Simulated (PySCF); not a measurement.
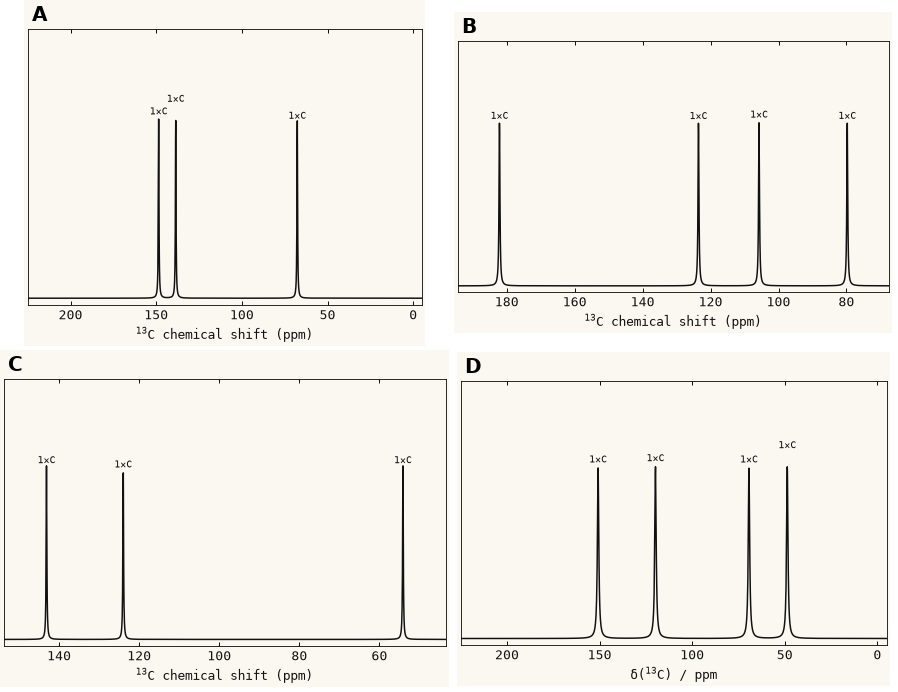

GIAO shifts, PBE0/def2-TZVP in PySCF 2.14.0, at a PBE0-D3(BJ)/def2-SVP geometry (no frequency check), against TMS for ¹³C computed at the same level. Gas phase, fully decoupled, line heights follow the number of nuclei, widths are arbitrary (no quadrupolar broadening); values of one conformer, averaged over methyl-type rotors and exact or near symmetry; other conformers aren't averaged in.

> Assign the panels.
1. C₃H₆Cl₂Si, SMILES C=C[C@H](Cl)[SiH2]Cl
2. C₄H₈BCl, SMILES BC[C@@H](Cl)C=C
3. C₃H₃Cl₂FSi, SMILES F[C@@H]1C=C1[SiH](Cl)Cl
4. C₄H₄N₂Si, SMILES C#C[Si@H](C#N)N=C

A: 3 (148.6 (1 C), 138.6 (1 C), 67.7 (1 C) ppm)
B: 4 (182.2 (1 C), 123.6 (1 C), 105.7 (1 C), 79.8 (1 C) ppm)
C: 1 (143.1 (1 C), 124.0 (1 C), 54.1 (1 C) ppm)
D: 2 (150.8 (1 C), 119.8 (1 C), 69.4 (1 C), 48.7 (1 C) ppm)
